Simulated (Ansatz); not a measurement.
BH$_{3}$O$_{2}$Sn (SMILES OB[O][SnH])

```yaml
atoms:
  - { symbol: B, position_ang: [0.3165, -0.9501, -1.5249] }
  - { symbol: O, position_ang: [0.4429, -2.2624, -1.1770] }
  - { symbol: O, position_ang: [-0.8560, -0.2206, -1.4378] }
  - { symbol: Sn, position_ang: [-2.7062, -0.8022, -0.7990] }
  - { symbol: H, position_ang: [-0.4162, -2.6248, -0.8537] }
  - { symbol: H, position_ang: [1.3144, -0.3865, -1.9420] }
  - { symbol: H, position_ang: [-2.1664, -2.5275, -0.4376] }
```

Geometry: PBE-D3(BJ)/def2-SVP; core potentials replace the inner electrons of Sn.

The calculation used isolated molecule in a Gaussian basis; Kohn-Sham density functional theory, functional PBE0 in Ansatz 0.2.0.

Q: What can the converged electron density and electron localisation function tell about the bonding?

A: B–O (1.36 Å): the density is about 2.1 e/Å³ at the midpoint; the ELF peaks at about 0.90 between the atoms (a polar covalent bond).
Sn–O (2.04 Å): the density is about 0.69 e/Å³ at the midpoint; the ELF peaks at about 0.85 in the valence shell of O, 0.6 Å from its nucleus, and drops to about 0.15 between the two atoms.
O–H (0.99 Å): ρ at the midpoint is about 3.6 e/Å³; the ELF climbs to about 1 towards the hydrogen, as it does in any bond to H (a covalent bond by its length).
B–H (1.22 Å): the density is about 1.2 e/Å³ at the midpoint; the ELF climbs to about 1 towards the hydrogen; a covalent bond by its length.

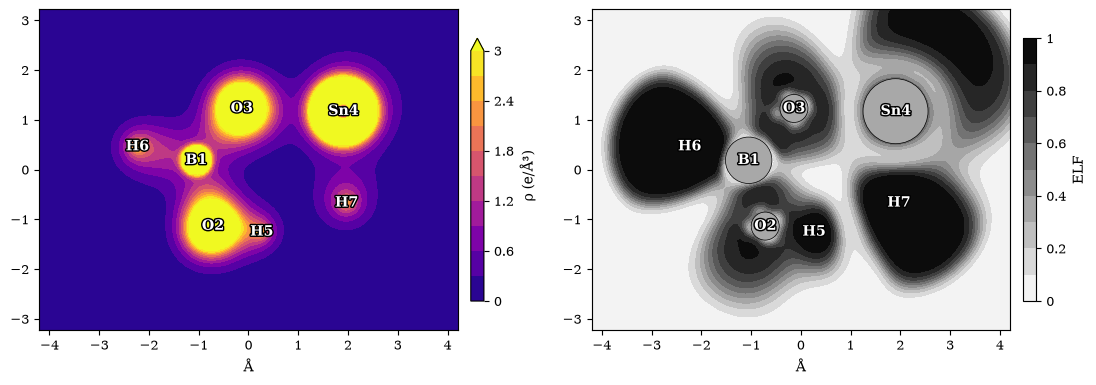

Computed electron density and electron localisation function on the molecular plane, in this order. Grey discs cover the atomic cores in the ELF map. 
